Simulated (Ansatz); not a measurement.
Run report: C2H8N2OW, geometry relaxation (part 2 of 2)

The same run, continued: C2H8N2OW; RKS PBE-D4/def2-SVP (Ansatz 0.2.0). The geometry: force-field start.

Geometry of the input (Å):
```
C  -1.9983  -0.5616  -0.0619
N  -1.3326  0.4772  -0.8186
W  0.0272  1.8390  -0.5398
C  1.5231  -1.0454  -0.4267
N  0.8723  1.6094  0.9748
O  0.6050  1.3048  -1.5122
H  -3.1065  -0.2941  -0.1087
H  -1.8167  -1.4991  -0.5219
H  -1.7007  -0.4907  1.0237
H  2.5587  -1.0108  -0.3548
H  1.1268  -1.7383  -1.2190
H  1.0728  -1.4233  0.5600
H  0.3035  1.1695  1.7502
H  1.8524  1.6342  1.2838
```

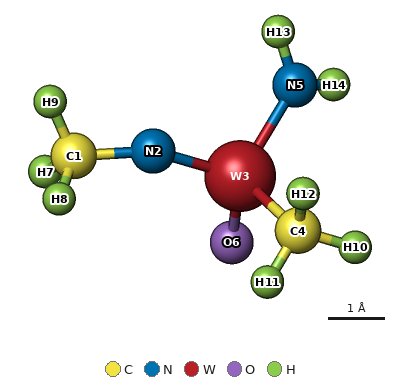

The geometry at step 20 of the log (ball-and-stick view, seen at a tilt; atoms are numbered from 1 in the order of the input).

**Trajectory as extended XYZ, continued**
```
14
Properties=species:S:1:pos:R:3:forces:R:3 step=5 energy=-9043.74554
C    -2.0488   -0.5289   -0.0434   -0.4324  -0.0716  -0.0008
N    -1.4376    0.5452   -0.7347   -1.0424  -0.3459   0.1810
W    -0.0957    1.6436   -0.5628    3.5890  -1.6789  -1.0086
C     1.4989   -1.1608   -0.3776   -0.3306   0.5787   0.1395
N     0.8642    1.7053    1.1426   -0.3404   0.5991   0.3650
O     0.9615    1.4665   -1.9360   -0.5148   1.0640  -0.2293
H    -3.1394   -0.3457   -0.0827   -0.2947  -0.3520   0.1432
H    -1.8331   -1.5215   -0.5047   -0.0474   0.0455   0.0068
H    -1.7395   -0.5527    1.0309   -0.1685  -0.2421  -0.0298
H     2.5861   -0.9483   -0.3719   -0.3078   0.2727  -0.0831
H     1.1047   -1.6941   -1.2534   -0.0985   0.1708  -0.1066
H     1.0491   -1.4075    0.5899   -0.0800  -0.0847   0.1689
H     0.3399    1.1704    1.8450    0.2367   0.0587   0.4199
H     1.8765    1.5992    1.2877   -0.1684  -0.0142   0.0338
14
Properties=species:S:1:pos:R:3:forces:R:3 step=7 energy=-9045.51426
C    -2.0928   -0.5585   -0.0451   -0.4172   0.0626   0.4685
N    -1.4241    0.4940   -0.7170    0.7849  -0.0975  -0.3592
W     0.1402    1.3291   -0.5883    3.4167  -1.8896  -2.1401
C     1.3980   -1.0242   -0.3694   -0.8676   2.0440  -0.1475
N     0.9072    1.7267    1.2041   -0.1596  -0.3870  -0.7482
O     1.0285    1.5366   -2.1498   -1.6043   0.1224   2.2521
H    -3.1788   -0.3631   -0.0851   -0.3579  -0.2618   0.0732
H    -1.8861   -1.5552   -0.5038   -0.0770   0.1550  -0.0922
H    -1.7883   -0.6108    1.0310   -0.2636  -0.2421   0.0049
H     2.4962   -0.8340   -0.3803   -0.4084   0.1548  -0.0037
H     1.0569   -1.5985   -1.2447   -0.1015   0.0377  -0.0230
H     1.0243   -1.3923    0.5966   -0.0215  -0.1873   0.0920
H     0.3858    1.1945    1.9151    0.2063   0.1508   0.3548
H     1.9201    1.6263    1.3656   -0.1292   0.3379   0.2684
14
Properties=species:S:1:pos:R:3:forces:R:3 step=10 energy=-9047.22538
C    -2.1311   -0.5656   -0.0324    0.0313   0.1333  -0.0737
N    -1.2727    0.3442   -0.7425    0.0690  -0.1744   0.1042
W     0.3926    0.9789   -0.6057    0.0313  -0.0067   0.2361
C     1.3057   -0.9233   -0.4286    0.1885  -0.1390  -0.1674
N     0.9568    1.6199    1.1734    0.9035  -0.0571   0.3201
O     0.9953    1.6430   -2.1035   -0.0738  -0.0342   0.1778
H    -3.2093   -0.3099   -0.1314    0.0102   0.0391  -0.0506
H    -1.9927   -1.5803   -0.4735   -0.1079   0.0104   0.0203
H    -1.8986   -0.6523    1.0586   -0.1074  -0.0012  -0.0121
H     2.4106   -0.7759   -0.4093   -0.0933  -0.0917  -0.0114
H     1.0476   -1.5955   -1.2714    0.0402  -0.0065   0.0134
H     0.9940   -1.3993    0.5294    0.0084   0.0320  -0.1564
H     0.4635    1.2677    2.0109    0.1346   0.1853  -0.1161
H     1.9253    1.9192    1.4549   -1.0345   0.1108  -0.2842
14
Properties=species:S:1:pos:R:3:forces:R:3 step=12 energy=-9047.52355
C    -2.2522   -0.5645   -0.0216    0.0669   0.1888  -0.1577
N    -1.2014    0.2149   -0.6150    0.0063  -0.1457   0.4017
W     0.4558    0.8658   -0.5216   -0.2435  -0.1240   0.1418
C     1.4496   -1.0048   -0.5055    0.0910  -0.0996   0.0186
N     0.9923    1.6363    1.2099    0.6445   0.2122   0.3152
O     0.9378    1.6505   -1.9956    0.0503   0.0681  -0.0831
H    -3.2654   -0.1523   -0.2414    0.0863   0.0029  -0.0278
H    -2.2299   -1.5986   -0.4407   -0.0183   0.0810  -0.0086
H    -2.1552   -0.6573    1.0887   -0.0796  -0.0028  -0.0695
H     2.5487   -0.8497   -0.4855    0.0411  -0.0119  -0.0272
H     1.1898   -1.6230   -1.3878    0.0147  -0.0113   0.0222
H     1.1556   -1.5485    0.4214    0.0172  -0.0143  -0.1340
H     0.5371    1.3711    2.0964    0.0679   0.0803  -0.1206
H     1.8244    2.2311    1.4271   -0.7449  -0.2239  -0.2709
14
Properties=species:S:1:pos:R:3:forces:R:3 step=14 energy=-9047.76081
C    -2.3897   -0.5424   -0.0056    0.2546   0.5593  -0.2923
N    -1.1186    0.0787   -0.3295   -0.5626  -0.5153   0.6450
W     0.5301    0.7255   -0.4140   -0.3518   0.2598  -0.4056
C     1.6208   -1.0970   -0.5641    0.0562  -0.0461   0.1027
N     1.0582    1.6472    1.2478    0.4884   0.6682   0.0934
O     0.8199    1.6348   -1.8792   -0.0401  -0.2359   0.3542
H    -3.2762    0.0571   -0.3774    0.5005  -0.2461   0.1858
H    -2.4608   -1.5491   -0.4848    0.0633   0.1524   0.0084
H    -2.5058   -0.6975    1.1031    0.0129   0.1163  -0.3594
H     2.7122   -0.8864   -0.5838   -0.0003  -0.0419  -0.0056
H     1.3536   -1.6660   -1.4796    0.0050   0.0433   0.0421
H     1.3874   -1.7322    0.3234    0.0829   0.0674  -0.1458
H     0.6326    1.4659    2.1668    0.0321   0.0408  -0.0935
H     1.6233    2.5321    1.3057   -0.5412  -0.8220  -0.1292
14
Properties=species:S:1:pos:R:3:forces:R:3 step=16 energy=-9047.88997
C    -2.4668   -0.5160   -0.0087    0.4386   0.7787  -0.1008
N    -1.0806   -0.0730   -0.0620   -0.7941  -0.3250   0.3852
W     0.5289    0.6239   -0.3128   -0.5297  -0.0413  -0.5896
C     1.7175   -1.1385   -0.5863    0.3460   0.0122   0.1157
N     1.1056    1.6320    1.2752    0.1114   0.4580   0.1557
O     0.6318    1.5751   -1.7759    0.0231  -0.3146   0.3932
H    -3.1693    0.2208   -0.5189    0.4799  -0.4763   0.3194
H    -2.5740   -1.4978   -0.5244    0.0163   0.0796   0.0421
H    -2.8070   -0.6438    1.0606    0.1594   0.0626  -0.4922
H     2.7773   -0.7811   -0.6924   -0.2379  -0.2702   0.0109
H     1.4458   -1.7097   -1.5059    0.0194   0.1854   0.1450
H     1.6531   -1.8467    0.2833    0.0254   0.3404  -0.2738
H     0.6930    1.5503    2.2150    0.0534  -0.0114  -0.1575
H     1.5316    2.5753    1.1821   -0.1113  -0.4781   0.0466
14
Properties=species:S:1:pos:R:3:forces:R:3 step=18 energy=-9048.00300
C    -2.4649   -0.5134   -0.0257    0.0203   0.2226   0.2023
N    -1.0944   -0.1295    0.1453   -0.0472  -0.0522  -0.0767
W     0.4666    0.6111   -0.2799   -0.1349   0.0207  -0.4030
C     1.7483   -1.0739   -0.5761    0.1747  -0.1142  -0.0474
N     1.1075    1.6255    1.2725    0.2703   0.4779   0.1172
O     0.4576    1.4658   -1.8028    0.0010  -0.1569   0.3876
H    -3.0622    0.2480   -0.5927    0.1643  -0.1556   0.1103
H    -2.5386   -1.4776   -0.5760    0.0142   0.0066  -0.0071
H    -2.9565   -0.6643    0.9725    0.0959   0.0458  -0.2760
H     2.8101   -0.7733   -0.7820   -0.3633  -0.0093   0.0553
H     1.3829   -1.6604   -1.4530    0.0760   0.0545   0.1663
H     1.7344   -1.7356    0.3214    0.0033   0.0782  -0.1608
H     0.6557    1.5985    2.1957    0.1063   0.0457  -0.0928
H     1.7404    2.4497    1.2097   -0.3811  -0.4638   0.0249
14
Properties=species:S:1:pos:R:3:forces:R:3 step=20 energy=-9048.02547
C    -2.4628   -0.5107   -0.0381   -0.0321  -0.0063   0.0571
N    -1.0949   -0.1781    0.1879    0.0679   0.0714   0.0241
W     0.4542    0.5801   -0.2379    0.0204   0.0918  -0.0944
C     1.7450   -1.0856   -0.5771    0.0693   0.0085  -0.0524
N     1.1210    1.6324    1.2885   -0.0092  -0.0086  -0.0747
O     0.4004    1.4544   -1.7398    0.0045  -0.0763   0.0984
H    -2.9980    0.2599   -0.6387    0.0178  -0.0026   0.0026
H    -2.5430   -1.4757   -0.5860   -0.0160  -0.0169   0.0026
H    -3.0069   -0.6347    0.9274    0.0136   0.0101  -0.0627
H     2.7724   -0.7279   -0.8213   -0.0969  -0.0429   0.0220
H     1.3744   -1.6835   -1.4383    0.0292   0.0138   0.0506
H     1.7939   -1.7488    0.3125   -0.0008   0.0312  -0.0326
H     0.6906    1.6418    2.2185    0.0580   0.0380   0.0237
H     1.7407    2.4470    1.1713   -0.1256  -0.1113   0.0357
14
Properties=species:S:1:pos:R:3:forces:R:3 step=22 energy=-9048.02929
C    -2.4611   -0.5054   -0.0428   -0.0281   0.0208  -0.0042
N    -1.0933   -0.1794    0.1986    0.0206  -0.0417   0.0022
W     0.4525    0.5783   -0.2361   -0.0284   0.0395  -0.0039
C     1.7480   -1.0822   -0.5835   -0.0051  -0.0070  -0.0090
N     1.1179    1.6228    1.2924   -0.0138  -0.0348   0.0315
O     0.3788    1.4555   -1.7323    0.0093  -0.0021   0.0097
H    -2.9683    0.2499   -0.6864   -0.0001  -0.0233   0.0057
H    -2.5453   -1.4910   -0.5545    0.0078   0.0142   0.0170
H    -3.0316   -0.5835    0.9107    0.0184   0.0093  -0.0165
H     2.7650   -0.7238   -0.8527   -0.0007  -0.0023   0.0013
H     1.3694   -1.7061   -1.4204    0.0026   0.0052   0.0114
H     1.8190   -1.7228    0.3201    0.0042   0.0029  -0.0057
H     0.7441    1.5939    2.2472    0.0000   0.0146  -0.0487
H     1.6919    2.4647    1.1687    0.0134   0.0048   0.0092
14
Properties=species:S:1:pos:R:3:forces:R:3 step=24 energy=-9048.03133
C    -2.4591   -0.5056   -0.0425   -0.0309   0.0013  -0.0192
N    -1.0915   -0.1797    0.2008   -0.0021  -0.0204  -0.0201
W     0.4522    0.5817   -0.2348    0.0091  -0.0274   0.0433
C     1.7485   -1.0763   -0.5951   -0.0244   0.0081   0.0118
N     1.1155    1.6087    1.3048   -0.0093  -0.0063   0.0036
O     0.3803    1.4687   -1.7245   -0.0045   0.0207  -0.0385
H    -2.9514    0.2113   -0.7408    0.0162  -0.0353   0.0238
H    -2.5439   -1.5228   -0.4904    0.0012   0.0414   0.0280
H    -3.0421   -0.5178    0.9067    0.0117   0.0045  -0.0249
H     2.7596   -0.7161   -0.8796    0.0234   0.0090  -0.0085
H     1.3598   -1.7046   -1.4228   -0.0035  -0.0070  -0.0149
H     1.8354   -1.7131    0.3092   -0.0018  -0.0039   0.0091
H     0.7110    1.6010    2.2462    0.0020  -0.0067   0.0071
H     1.7128    2.4353    1.1917    0.0128   0.0220  -0.0007
14
Properties=species:S:1:pos:R:3:forces:R:3 step=27 energy=-9048.03393
C    -2.4571   -0.5084   -0.0442   -0.0212   0.0025  -0.0018
N    -1.0904   -0.1805    0.1994   -0.0014  -0.0205  -0.0137
W     0.4516    0.5873   -0.2305   -0.0017  -0.0021  -0.0053
C     1.7449   -1.0678   -0.6098    0.0028  -0.0034   0.0032
N     1.1182    1.5998    1.3177   -0.0024   0.0060   0.0261
O     0.3752    1.4855   -1.7141   -0.0036   0.0048   0.0016
H    -2.9183    0.1290   -0.8337    0.0082  -0.0162   0.0118
H    -2.5498   -1.5695   -0.3704    0.0025   0.0231   0.0134
H    -3.0641   -0.4011    0.8836    0.0098   0.0026  -0.0165
H     2.7586   -0.7058   -0.8863    0.0016   0.0020   0.0001
H     1.3587   -1.6848   -1.4478   -0.0026   0.0031   0.0009
H     1.8273   -1.7166    0.2868    0.0010  -0.0006  -0.0006
H     0.7245    1.5697    2.2640    0.0082   0.0019  -0.0213
H     1.7078    2.4340    1.2142   -0.0011  -0.0031   0.0022
14
Properties=species:S:1:pos:R:3:forces:R:3 step=29 energy=-9048.03524
C    -2.4573   -0.5104   -0.0435   -0.0435  -0.0140  -0.0089
N    -1.0896   -0.1845    0.1939    0.0023  -0.0106   0.0104
W     0.4516    0.5893   -0.2273    0.0022   0.0050  -0.0462
C     1.7461   -1.0607   -0.6235    0.0078  -0.0110   0.0029
N     1.1182    1.5905    1.3289   -0.0104  -0.0035   0.0275
O     0.3746    1.4985   -1.7045   -0.0046   0.0008   0.0204
H    -2.8928    0.0537   -0.9014    0.0113  -0.0240   0.0306
H    -2.5648   -1.5980   -0.2632    0.0040   0.0498   0.0125
H    -3.0784   -0.3007    0.8582    0.0253  -0.0041  -0.0389
H     2.7619   -0.6955   -0.8889   -0.0072   0.0003   0.0036
H     1.3647   -1.6656   -1.4729   -0.0017   0.0098   0.0119
H     1.8223   -1.7222    0.2645    0.0049  -0.0003  -0.0054
H     0.7261    1.5484    2.2754    0.0116   0.0064  -0.0230
H     1.7045    2.4280    1.2332   -0.0019  -0.0045   0.0024
14
Properties=species:S:1:pos:R:3:forces:R:3 step=31 energy=-9048.03590
C    -2.4577   -0.5103   -0.0436   -0.0178   0.0008  -0.0059
N    -1.0890   -0.1872    0.1922    0.0071  -0.0115   0.0044
W     0.4513    0.5889   -0.2276    0.0004   0.0048   0.0064
C     1.7492   -1.0574   -0.6298    0.0009   0.0036  -0.0033
N     1.1159    1.5816    1.3349   -0.0002  -0.0019  -0.0066
O     0.3708    1.5091   -1.6974    0.0000   0.0005  -0.0034
H    -2.8780    0.0114   -0.9341    0.0032  -0.0062   0.0089
H    -2.5753   -1.6057   -0.2049    0.0005   0.0115   0.0037
H    -3.0847   -0.2454    0.8379    0.0073  -0.0005  -0.0106
H     2.7621   -0.6879   -0.8992    0.0002   0.0002   0.0004
H     1.3649   -1.6605   -1.4785   -0.0002  -0.0022  -0.0016
H     1.8324   -1.7211    0.2556   -0.0008  -0.0002   0.0018
H     0.7222    1.5367    2.2798   -0.0015   0.0001   0.0060
H     1.7031    2.4187    1.2437    0.0010   0.0011  -0.0002
14
Properties=species:S:1:pos:R:3:forces:R:3 step=33 energy=-9048.03606
C    -2.4583   -0.5102   -0.0435   -0.0114  -0.0033  -0.0033
N    -1.0883   -0.1917    0.1913    0.0028  -0.0014   0.0062
W     0.4508    0.5880   -0.2269    0.0006   0.0006  -0.0012
C     1.7512   -1.0552   -0.6335    0.0006   0.0012  -0.0014
N     1.1148    1.5777    1.3376   -0.0001   0.0004  -0.0031
O     0.3682    1.5118   -1.6944   -0.0004  -0.0005   0.0009
H    -2.8701   -0.0085   -0.9493    0.0026  -0.0060   0.0077
H    -2.5839   -1.6086   -0.1761   -0.0008   0.0123   0.0020
H    -3.0871   -0.2170    0.8276    0.0063  -0.0024  -0.0105
H     2.7637   -0.6836   -0.9018   -0.0001   0.0003   0.0001
H     1.3680   -1.6573   -1.4834    0.0004  -0.0009  -0.0004
H     1.8351   -1.7204    0.2507   -0.0003  -0.0001  -0.0001
H     0.7225    1.5297    2.2830   -0.0010  -0.0002   0.0029
H     1.7005    2.4161    1.2478    0.0006   0.0000   0.0002
```

**Summary**

- outcome: converged
- total energy: −9048.0361 eV
- mean-field energy: −9047.7155 eV
- dispersion energy: −0.3206 eV
- SCF solution under orbital rotations: stable
- largest force (length of the vector) at the end: 0.013 eV/Å
- dipole moment: 2.88 D
- hardware: 4 threads of Arm Neoverse V2, 23 GiB of memory available, shared host
- wall time: 76 s (CPU time 4.7 min)
- peak memory: 0.23 GiB
